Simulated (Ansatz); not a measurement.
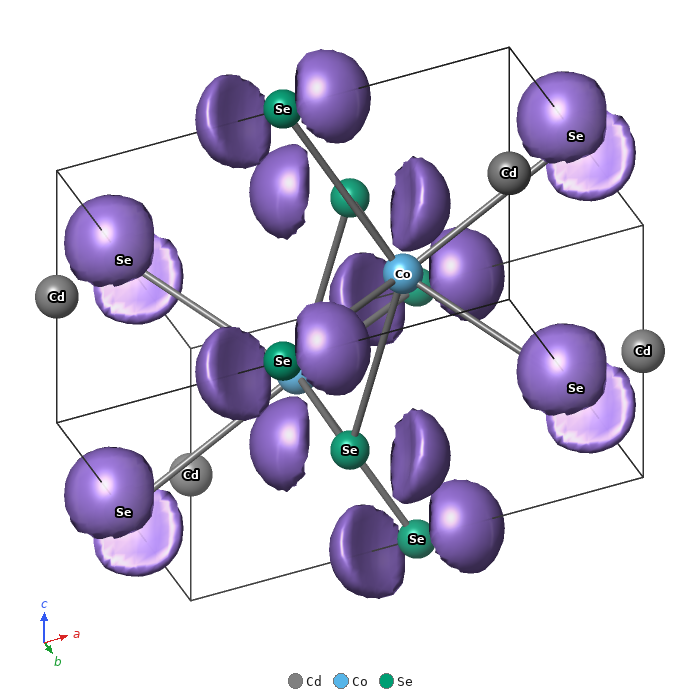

CdCo2Se3. Isosurface of the ELF at 0.8 (purple), seen at an oblique angle. Only the valence region is drawn (cores and ρ < 0.01 e/Å³ removed). Sticks mark near contacts.

Space group P6/mmm; a structure from a database of computed crystals, not necessarily the ambient phase; a generated structure, not necessarily the stable one; computed without spin polarisation.

All numbers below come from DFT PBE, scalar-relativistic, plane waves, PAW in Ansatz 0.2.0.

In a PAW calculation such maps are meaningful between the atoms, not at the nuclei.

Q: Where are the electrons localised?

A: At this value the surface marks out six lobes on Se, pointing away from the bonds (lone pairs), counted in one cell of 6 atoms. Regions shared between cells count once. Along the contacts the grid gives the following. Co–Se (2.45 Å): the ELF is about 0.45 at the midpoint. Cd–Cd (2.92 Å): the ELF is about 0.30 at the midpoint; no shared electron pair shows on this line.
